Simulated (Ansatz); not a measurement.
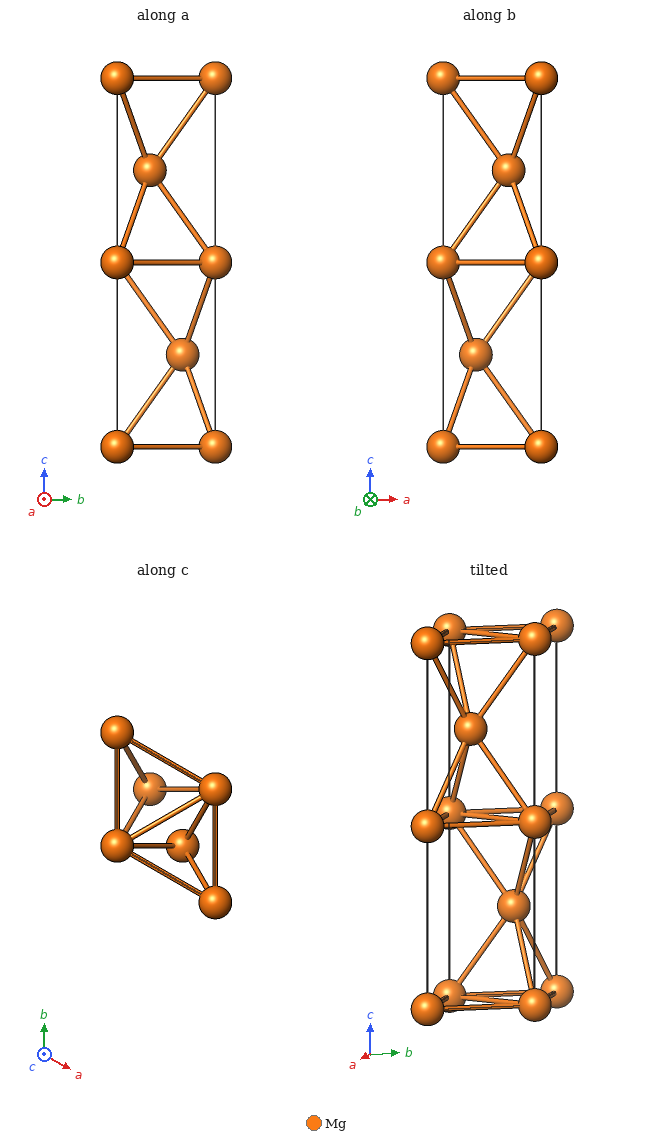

Shown here is a ball-and-stick view of the crystal, taken along the a axis, along the b axis, along the c axis and slightly off an axis. The conventional unit cell is drawn as a box.

Lattice parameters: a = 3.349 Å, b = 3.349 Å, c = 10.896 Å, α = 90.00°, β = 90.00°, γ = 120.00°.

Q: Set out the cell and atoms as a table of Wyckoff sites.

A: Space group P6_3/mmc (No. 194).
```tsv
atom	site	x	y	z
Mg	2a	0.0000	0.0000	0.0000
Mg	2c	0.3333	0.6667	0.2500
```

The structure comes from a structure type filled with this element by a generator (whether the element takes this form wasn't checked). Earlier steps of the study may have refined or changed the cell and positions. An electronic-structure calculation with Ansatz was run on it.
